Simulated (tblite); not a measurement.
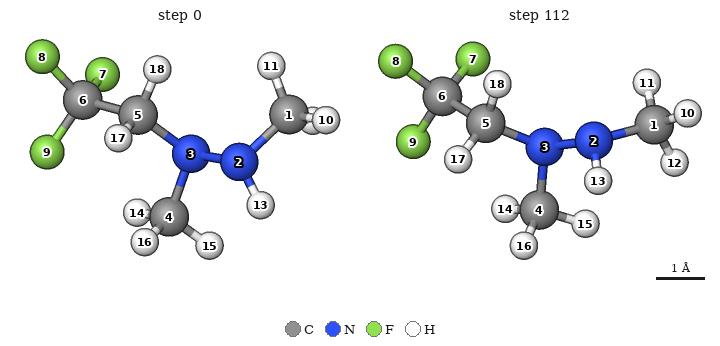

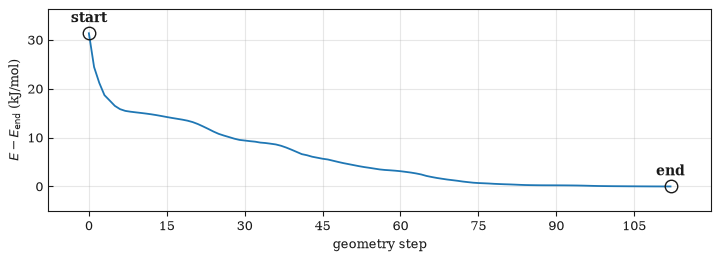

First and last geometry of a relaxation of C$_{4}$H$_{9}$F$_{3}$N$_{2}$, with the history of the run. A ball-and-stick model, seen at a tilt.

The calculation used tblite 0.8.0, GFN2-xTB geometry optimisation, gas phase. 

> Read the history and describe the run.

It converged. The atom that moves furthest after the best rigid fit is H11 (1.13 Å). Largest moves by element: H 1.13 Å, F 0.52 Å, N 0.47 Å, C 0.40 Å. Some distances before and after: N2–N3 1.486 → 1.414 Å, N3–C5 1.486 → 1.448 Å, C4–H16 1.075 → 1.101 Å, C6–F8 1.368 → 1.345 Å. Among the angles between lasting bonds that change: N2–N3–C4 108.4° → 114.4°, N3–C5–C6 117.1° → 111.4°, N2–C1–H11 112.6° → 107.7°. Groups turn about N2–N3 by about 55°, N3–C5 by about 25°. Over 112 geometry steps the energy falls by 31.4 kJ/mol. The run took 1.2 s on 1 thread of Arm Neoverse N1, on a shared host.

| step | E − E(0), kJ/mol |
| --- | --- |
| 0 | 0.00 |
| 1 | -6.91 |
| 2 | -10.16 |
| 3 | -12.68 |
| 4 | -13.76 |
| 5 | -14.87 |
| 6 | -15.54 |
| 7 | -15.89 |
| 8 | -16.06 |
| 9 | -16.19 |
| 10 | -16.31 |
| 15 | -17.15 |
| 21 | -18.59 |
| 26 | -20.94 |
| 31 | -22.09 |
| 37 | -23.03 |
| 42 | -24.97 |
| 48 | -26.34 |
| 53 | -27.39 |
| 58 | -28.06 |
| 64 | -28.91 |
| 69 | -29.94 |
| 74 | -30.59 |
| 80 | -30.91 |
| 85 | -31.09 |
| 91 | -31.14 |
| 96 | -31.21 |
| 101 | -31.31 |
| 107 | -31.35 |
| 112 | -31.36 |
